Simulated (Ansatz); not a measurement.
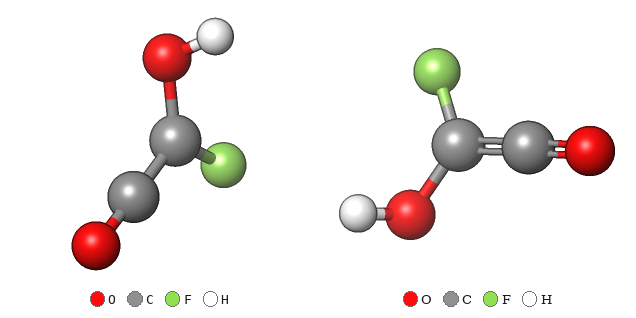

Two views of one molecule.

**What is the molecular formula?**

C₂HFO₂, 6 atoms: 2 carbon, 1 hydrogen, 1 fluorine and 2 oxygen.

**How many bonds of each kind are drawn?**

2 C–O, 1 C–C, 1 C–F, 1 O–H.

**Name functional groups in it.**

Among them: C–F bond.

**How many sets of symmetry-equivalent atoms are there?**

6: 1 O, 1 C, 1 C, 1 O, 1 F, 1 H.

More results for the same structure follow; atom numbers are the same in all pictures, views and colours differ. Computed geometry: PBE0-D4/def2-TZVP optimisation.

### Shape

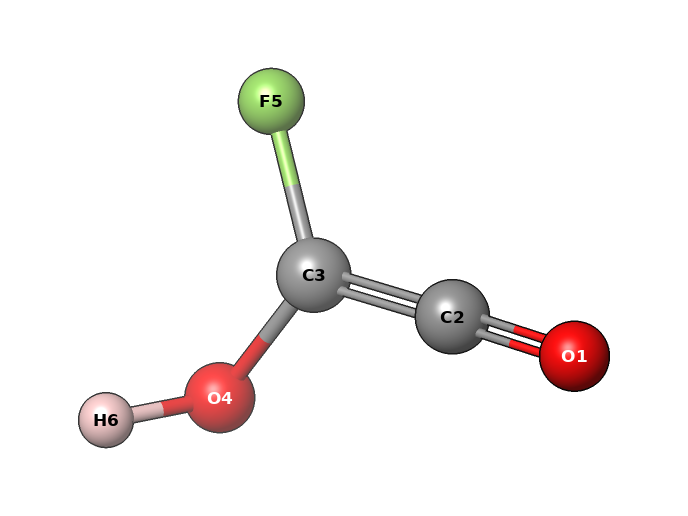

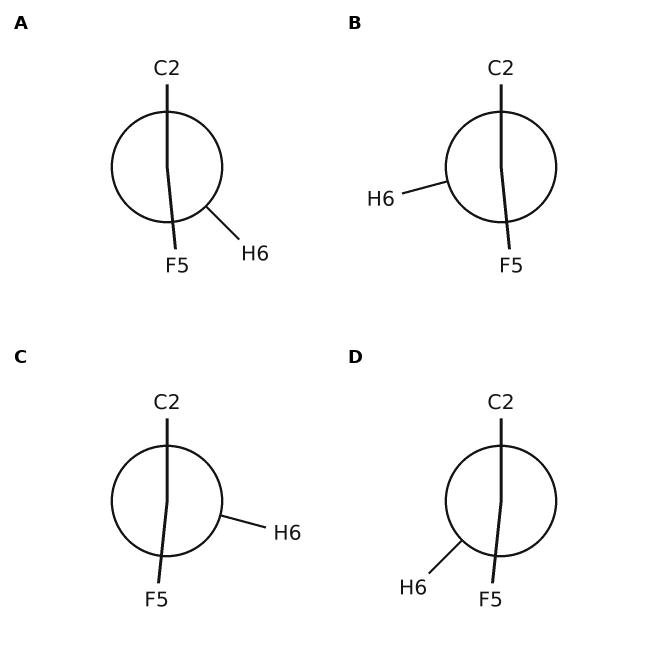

Distant atoms are faded towards the background colour. Bonds that would overlap in a projection are set slightly apart.

**Which Newman projection shows the view along C3–O4, with C3 in front?**

C. The torsion angle F5–C3–O4–H6 is −81°, about perpendicular.

### Thermal motion

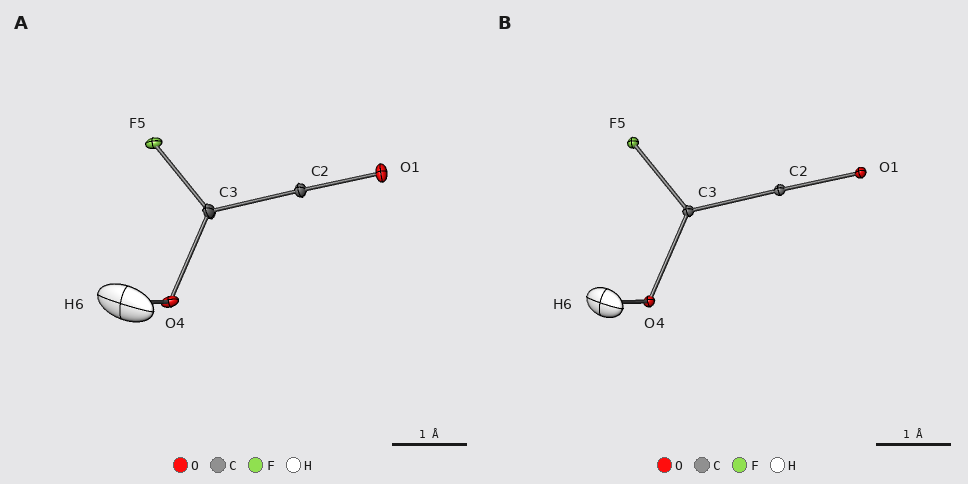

Displacement ellipsoids at the 50 % level, from the internal vibrations of the free molecule (harmonic, no overall translation or rotation; no half-axis is drawn under 0.075 Å). Vibrations computed with RKS PBE0-D4/def2-TZVP (Ansatz 0.2.0). One panel is for 0 K (zero-point motion alone), the other for 600 K.

**Which panel is for 600 K?**

A.

**How much does the mean-square displacement of H6 grow, and why?**

U_eq goes from 0.0203 to 0.0423 Å², a factor of 2.1. Modes below kT (417 cm⁻¹ at 600 K) grow about in proportion to T, and the lowest lies at 202 cm⁻¹; the mean-square amplitude of a mode is its zero-point value times coth(ħω/2kT), which comes close to 1 only above about 3kT.

### Vibrations

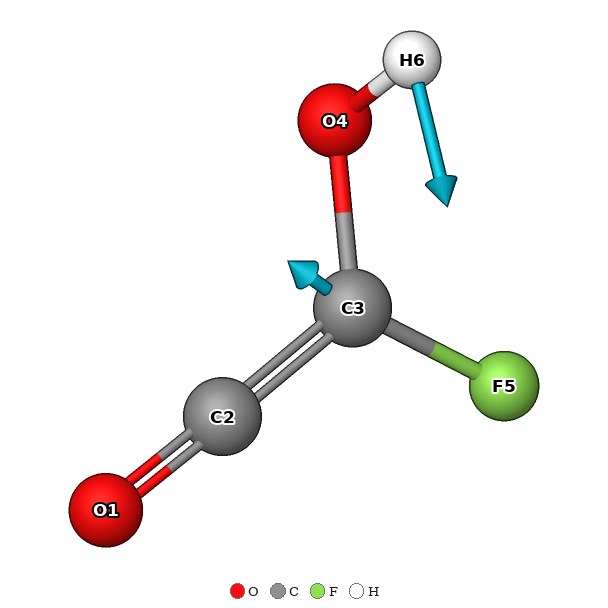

The arrows show one normal mode. Harmonic vibrations computed with RKS PBE0-D4/def2-TZVP (Ansatz 0.2.0) at a stationary point of the same level.

**Estimate its harmonic wavenumber.**

1294 cm⁻¹; it is mode 9 of 12 counted from the lowest.

### Electronic properties

Level of theory: RKS B3LYP-D4/def2-TZVPP (Ansatz 0.2.0).

What does the calculation give?

- dipole moment: 1.98 D
- HOMO energy (Kohn–Sham orbital): −6.43 eV
- LUMO energy (Kohn–Sham orbital): −2.24 eV
- HOMO–LUMO gap: 4.19 eV
